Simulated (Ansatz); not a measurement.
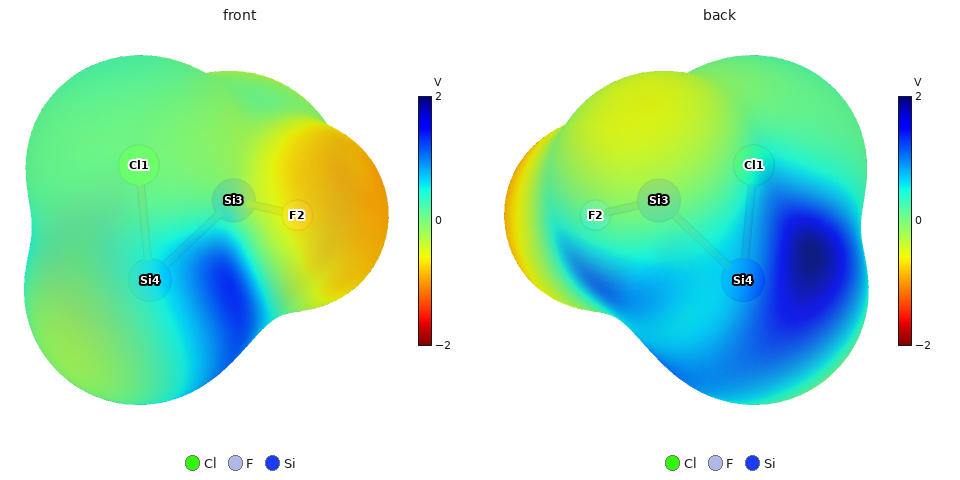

Figure 1: ClFSi$_{2}$. The electrostatic potential painted on the density surface at 0.001 e/bohr³, seen from the front and from behind; the colour scale runs from red (negative) to blue (positive).

Geometry: PBE0-D3(BJ)/pcseg-1.

All numbers below come from isolated molecule in a Gaussian basis; Kohn-Sham density functional theory, functional PBE0 (Ansatz 0.2.0).

### Where is the surface potential most negative and most positive?

The most negative region (about −0.9 V) lies over F2, the most positive (about +1.9 V) over Si4.

### How polar is the molecule by this calculation?

Its dipole moment is 1.94 D.
